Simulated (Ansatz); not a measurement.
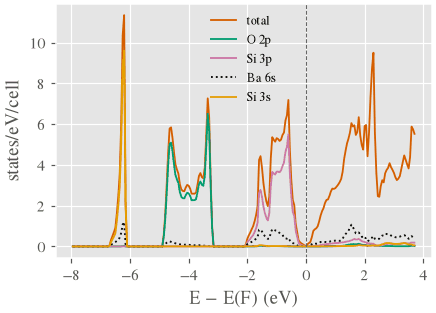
*Total and projected density of states of Ba$_{3}$SiO (anti-perovskite, Pm-3m), r²SCAN in the plane-wave PAW code Ansatz*

Q: Which orbitals carry the states next to the Fermi level?

A: Within 0.5 eV of the Fermi level: Si 3p 43 %, Ba 6s 11 %, outside the projected shells 43 %. Projections are on Löwdin-orthogonalised atomic valence shells; empty p or d shells of many metals are not among them.

Q: Where is the tallest occupied peak in this window, and what makes it?

A: Near -6.2 eV, about 11 states/eV per cell; the largest projected share is Si 3s.

The workflow started from a Materials Project entry (that database holds measured and hypothetical structures alike); the Crystallography Open Database copy checked does not list it. Whether it is the stable phase at ambient conditions was not checked. The cell was relaxed with r²SCAN under the symmetry of its start; its stability against distortions is not shown here. A small band overlap can be real or an error of a semilocal functional. Spin–orbit coupling is left out wherever it is not named.

Potentials: the later of the program's two PAW sets.
